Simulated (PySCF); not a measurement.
```yaml
atoms:
  - { symbol: F, position_ang: [-2.6711, 0.3729, 0.7855] }
  - { symbol: C, position_ang: [-1.2941, 0.2962, 0.8833] }
  - { symbol: C, position_ang: [-0.6862, -0.0484, -0.4294] }
  - { symbol: S, position_ang: [-1.2812, -1.4055, -1.3258] }
  - { symbol: C, position_ang: [0.6546, 0.4799, -0.7965] }
  - { symbol: C, position_ang: [1.7737, -0.0822, 0.0846] }
  - { symbol: F, position_ang: [1.8267, -1.4183, 0.0622] }
  - { symbol: F, position_ang: [1.6273, 0.2728, 1.3729] }
  - { symbol: F, position_ang: [2.9793, 0.3615, -0.2983] }
  - { symbol: H, position_ang: [-0.9426, 1.2724, 1.2321] }
  - { symbol: H, position_ang: [-1.0999, -0.4568, 1.6642] }
  - { symbol: H, position_ang: [-2.4803, -1.4268, -0.7421] }
  - { symbol: H, position_ang: [0.8979, 0.2131, -1.8270] }
  - { symbol: H, position_ang: [0.6953, 1.5687, -0.6879] }
```

Geometry: GFN2-xTB.

Computed with UKS B3LYP, pcH-1 on C F H S, non-relativistic, mean-field spin-orbit, GIAO in PySCF 2.14.0, density-fitted response routines.

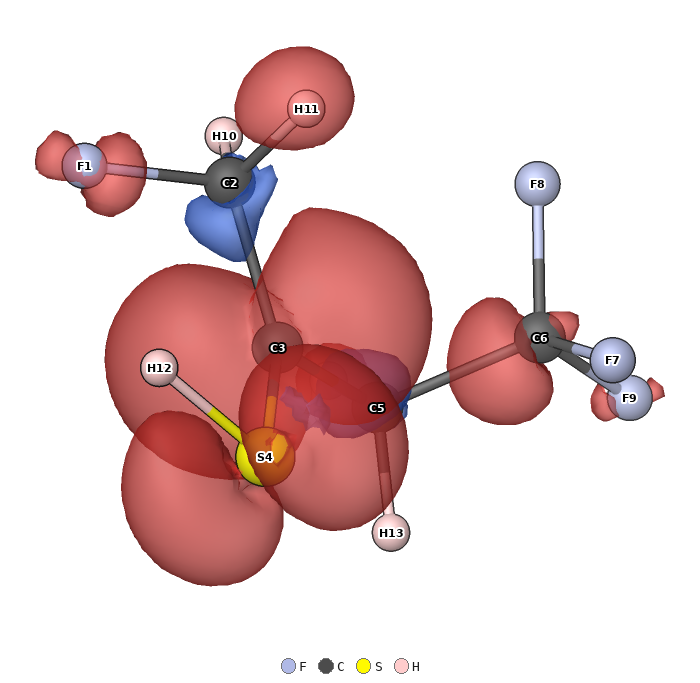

C4H5F4S (SMILES FC[C](S)CC(F)(F)F) (doublet). Isosurfaces of the spin density at +0.02 (red) and −0.02 e/Å³ (blue), seen at an oblique angle.

### Describe the spin distribution.

The unpaired spin (1 electron) lies mostly on C3 (about 0.5) and S4 (about 0.2), in electrons by Hirshfeld's partition.
